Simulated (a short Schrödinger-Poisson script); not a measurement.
System: MOS inversion layer, Al2O3 on p-type Si(111), at 300 K.

```csv
layer,material,thickness (nm),Na (cm⁻³)
1,Al2O3,2.1,-
2,Si,1600,7.6e16
```

Constants are typed, rounded textbook-type inputs, not results; the design itself was drawn at random and stands for no fabricated device. Al2O3: permittivity 9, conduction-band edge (eV) 2.7, gap (eV) 6.8, electron mass (mₑ) 0.3. Si: permittivity 11.7, conduction-band edge (eV) 0, gap (eV) 1.124, Nv at 300 K (cm⁻³) 3.1e19.

Channel valleys (confinement mass, in-plane density-of-states mass, number): Δ6 0.258, 0.358, 6. At the gate the conduction-band edge of layer 1 lies 3.26 eV − eVg above the Fermi level of the channel; the field vanishes at the back. Gaps are held at their typed values at every temperature. Mesh 0.03 nm at interfaces.

Solved with a short Schrödinger-Poisson script written for these runs: 1D Poisson equation in equilibrium, electrons quantum, Hartree (BenDaniel-Duke, 12 states a valley, the channel's in-plane mass for all, wave functions free to enter the dielectric), parabolic valleys, classical holes, full ionisation, no traps, pinning or gate leakage.

Only gate voltages with over 1e8 electrons/cm² are shown.

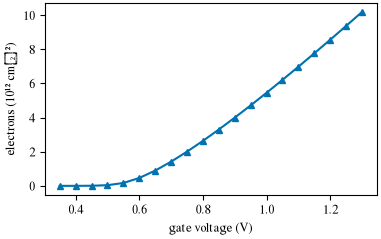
Sheet density against gate voltage

```
Vg (V)  electrons (cm⁻²)  C (μF/cm²)  Δ6 E0 (meV)  Δ6 E1 (meV)
------  ----------------  ----------  -----------  -----------
0.35              1.82e8      0.0937        308.6        357.5
0.4               1.12e9      0.0960        261.3        311.4
0.45              6.85e9       0.125        214.3        265.6
0.5              3.89e10       0.282        169.2        221.7
0.55             1.68e11       0.722        131.0        185.5
0.6              4.61e11        1.22        104.3        161.8
0.65             8.93e11        1.57         86.6        147.6
0.7              1.42e12        1.80         74.1        138.7
0.75             2.00e12        1.96         64.5        132.7
0.8              2.63e12        2.09         56.8        128.5
0.85             3.30e12        2.19         50.4        125.5
0.9              3.99e12        2.27         44.9        123.2
0.95             4.71e12        2.34         40.1        121.5
1                5.45e12        2.39         35.8        120.2
1.05             6.21e12        2.45         31.9        119.2
1.1              6.98e12        2.49         28.3        118.4
1.15             7.76e12        2.53         25.0        117.8
1.2              8.56e12        2.57         21.9        117.4
1.25             9.37e12        2.61         19.0        117.1
1.3              1.02e13        2.64         16.3        116.8
```

Subbands count from the Fermi level.
